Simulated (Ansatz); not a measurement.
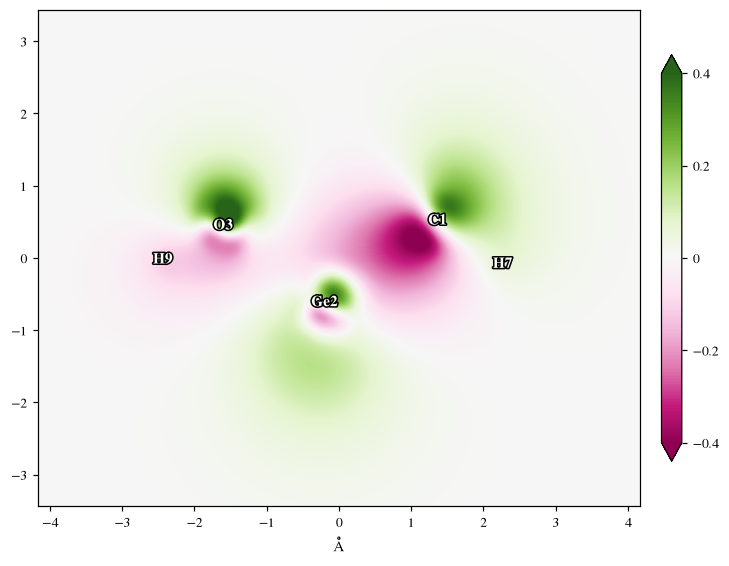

CH5FGeO (SMILES [CH3][GeH]([OH])[F]). The HOMO on the plane of atoms C1, Ge2 and O3 (values in Å⁻³ᐟ²; the overall sign is arbitrary).

Geometry: PBE0-D4/def2-TZVP.

Level of theory: RKS PBE0-D4/def2-TZVPP in Ansatz 0.2.0.

```xyz
9

C    -0.6690    0.9769   -0.5842
Ge    0.0883   -0.6437    0.1215
O     1.2700   -0.1707    1.3455
F     0.9744   -1.4386   -1.1538
H     0.1389    1.6249   -0.9246
H    -1.2379    1.4935    0.1897
H    -1.3271    0.7513   -1.4235
H    -0.8655   -1.7251    0.6568
H     1.7165   -0.9147    1.7555
```

### Describe this orbital and give its energy.

Its weight (Hirshfeld) is mainly on O3 (about 40 %), Ge2 (about 20 %), H8 (about 20 %), C1 (about 10 %) and F4 (about 5 %). Its energy is −8.93 eV.
